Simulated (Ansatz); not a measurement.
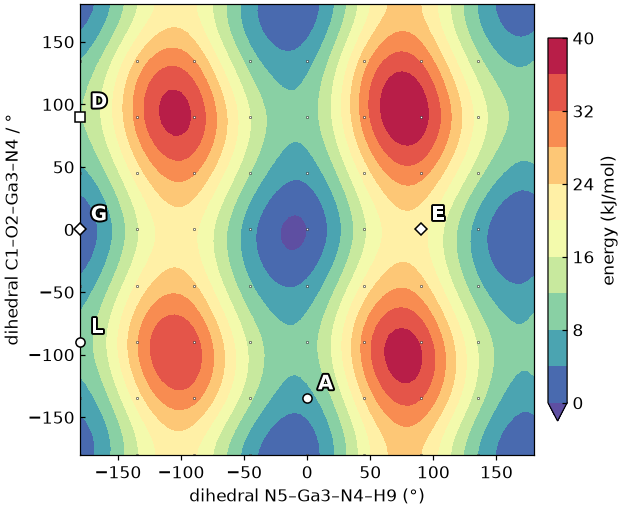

CH₇GaN₂O, SMILES C[O][Ga]([NH2])[NH2]. First axis: dihedral N5–Ga3–N4–H9. Second axis: dihedral C1–O2–Ga3–N4. Nothing is relaxed (all other coordinates rigid). The scan uses an 8 × 8 grid. All energies are given in kJ/mol relative to the lowest grid point. These are results of RKS PBE0-D4/def2-SVP (Ansatz 0.2.0), not measurements.

In the figure: filled contours, dots at the grid points, lettered points. Between grid points the surface is interpolated.

Is E the lowest point of the computed grid?

Answer. No. E lies 21.4 kJ/mol above the lowest grid point, which is at dihedral N5–Ga3–N4–H9 = 0°, dihedral C1–O2–Ga3–N4 = 0°.

What kind of point is each of D, E, G, L: minimum, saddle, maximum or slope?

Answer. D: saddle point; E: saddle point; G: minimum; L: saddle point. (In these two coordinates alone; a stationary point may lie a little off the grid point.)

Rank the lettered points by energy, lowest first.

Answer. G (0.8 kJ/mol), A (6.4 kJ/mol), L (9.5 kJ/mol), D (11.6 kJ/mol), E (21.4 kJ/mol).
